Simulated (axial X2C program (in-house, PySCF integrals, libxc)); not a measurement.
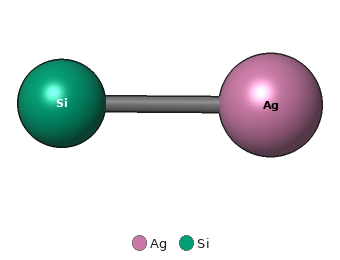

The molecule at the reference distance of 2.389 Å.

# AgSi: relativistic diatomic calculation

- system: AgSi, single determinant with M_S = 1/2 and |Λ| = 1.
- method: PBE0, spin-free X2C-1e, Ag dyall-cv3z, Si dyall-v3z (cores contracted) (axial X2C program (in-house, PySCF integrals, libxc))

Log:
```
spin-free X2C-1e  PBE0
basis functions 196  fitting functions 958  grid points 5078
iter        total energy     max residual
   1      -5602.701635660     1.89e+01
   2      -5603.758159153     1.46e+01
   3      -5604.755311013     1.53e+00
   4      -5605.025864525     1.47e+00
   5      -5605.052368854     5.32e-01
   6      -5605.057778100     2.67e-01
   7      -5605.060823874     1.10e-01
   8      -5605.061425855     8.79e-02
   9      -5605.061616658     2.09e-02
  10      -5605.061630492     7.22e-03
  11      -5605.061636499     3.11e-03
  12      -5605.061637175     1.29e-03
  13      -5605.061637296     4.03e-04
  14      -5605.061637314     1.05e-04
  15      -5605.061637318     4.16e-05
  16      -5605.061637318     3.59e-05
  17      -5605.061637318     8.84e-06
converged
one-electron -8021.99006947  Coulomb 2442.30285624  exact exchange -42.09548994  xc functional -129.02971053  nuclear repulsion 145.75077639
```

The points of the curve:

```
R (Å)   E (hartree)  dipole (D; origin at the first atom, positive when the second is positive)  highest filled (eV)  lowest empty (eV)
2.246  −5605.058615                                                                       −1.60                −5.22              −3.35
2.317  −5605.060980                                                                       −1.58                −5.23              −3.35
2.389  −5605.061637                                                                       −1.54                −5.24              −3.36
2.473  −5605.060798                                                                       −1.49                −5.26              −3.36
2.556  −5605.058715                                                                       −1.42                −5.28              −3.37
```

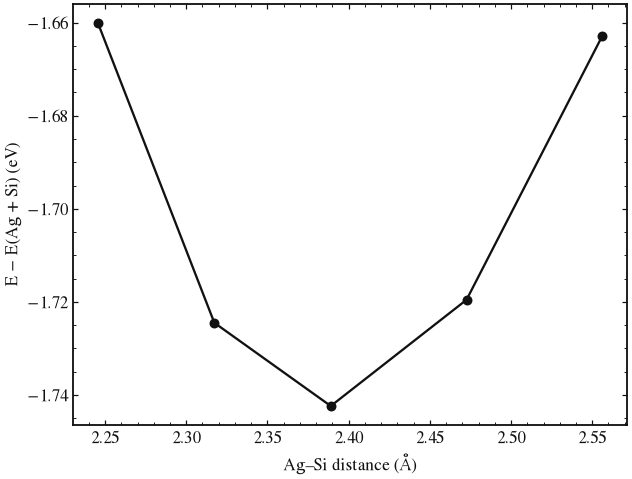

Energy at 5 bond lengths, for one set of occupations held fixed; the line joins the points. A polynomial of degree 3 through 5 points gives rₑ = 2.386 Å, ωₑ = 290.2 cm⁻¹ and Bₑ = 0.1335 cm⁻¹. The minimum lies 1.74 eV below Ag + Si, each computed as one determinant at the same level.

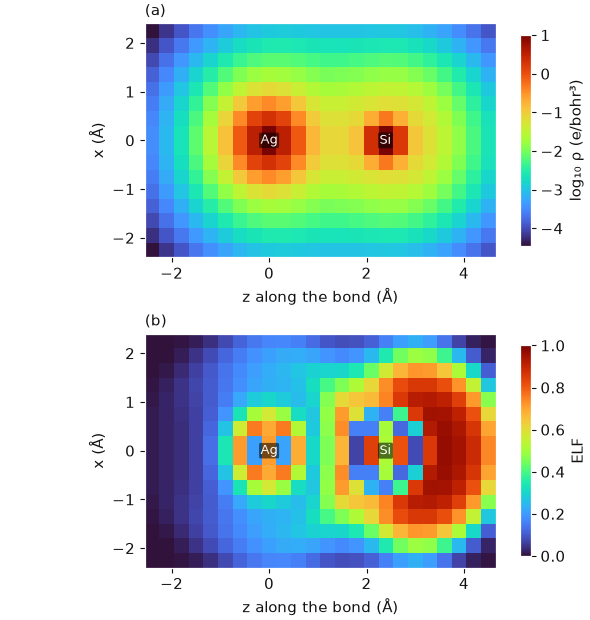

(a) electron density on a logarithmic scale; (b) electron localisation function, in a plane that holds the axis, at 2.39 Å, on points 0.3 Å apart (one half computed, the other mirrored); the structure near the nuclei is finer than these points.

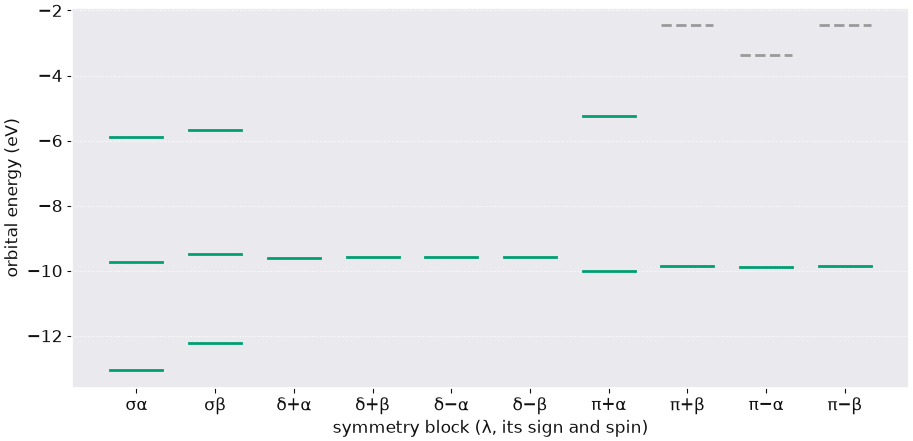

Orbital energies near the frontier at 2.39 Å, filled (solid) and empty (dashed); a label such as π−α means λ = −1 and α spin. The highest filled orbital (π+α; 83 % Si p, 9 % Ag p) lies at −5.24 eV, the lowest empty one (π−α; 81 % Si p, 12 % Ag p) at −3.36 eV.

Input:
```
{"zs": [47, 14], "q": 0, "bas": ["dyall-cv3z", "dyall-v3z"], "levels": ["PBE0", "HF", "BP86"], "cc": true, "r0": 2.44, "thr": -2.0, "nmax": 90, "npts": 10, "nst": 2, "ntry": 6}
```

The line is the task of a batch: nuclear charges, charge, bases, the levels to run, a first guess of the distance and further settings. This report covers PBE0 without spin-orbit coupling. The log is that of the reference distance 2.389 Å.

The run was one of a batch that the task file lists, launched with:
```bash
python <driver script> task.json out
```

Summary:

- outcome: converged
- bond length rₑ: 2.386 Å
- ωₑ: 290.2 cm⁻¹
- energy at the minimum: −5605.06164 hartree
- depth below the fragments: 1.74 eV
- largest ⟨S²⟩ along the curve: 0.76
- hardware: 1 thread of Intel Xeon (Sapphire Rapids), 192 GiB of memory available, shared host
- wall time: 14 s
- peak memory: 0.91 GiB

Remarks:

Caveats: 5 of the 10 points asked for were kept.
